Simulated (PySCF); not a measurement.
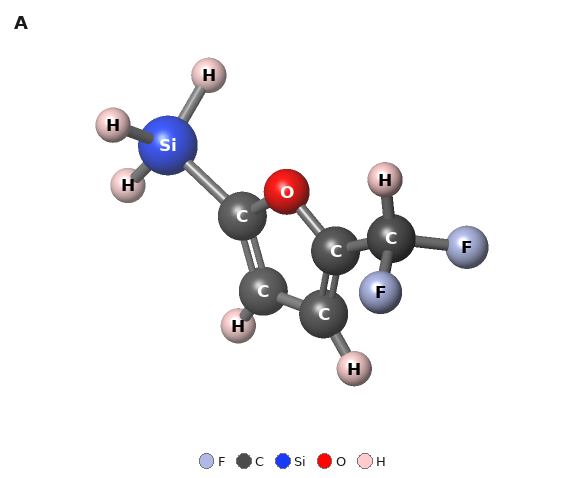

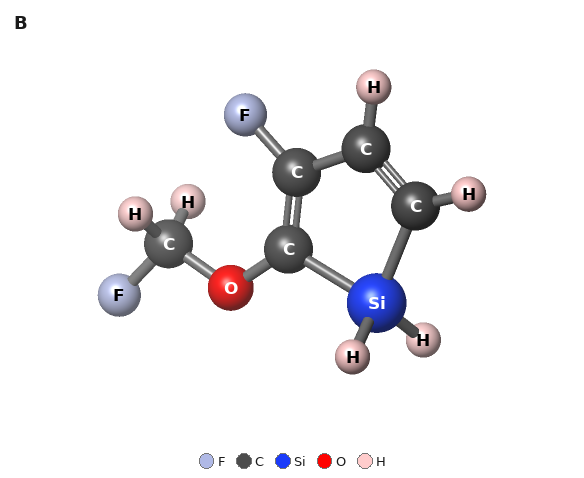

2 stationary structures of one formula. Geometries: GFN2-xTB. Electronic energies: CAM-B3LYP/def2-SVPD (PySCF 2.14.0), without zero-point energy. No frequency run is at hand to confirm each as a minimum. Each is one conformer, not always the lowest.

Are they conformers, stereoisomers or constitutional isomers?

They are constitutional isomers of C5H6F2OSi: A `FC(F)c1ccc([SiH3])o1`, B `FCOC1=C(F)C=C[SiH2]1`.

Which structure is the most stable?

A is lowest; B lies 22.6 kcal/mol above it.

The geometry is semi-empirical. Around Si such bond lengths and angles can be off by a tenth of an ångström or more and by several degrees, and values that hang on the shape move with them.
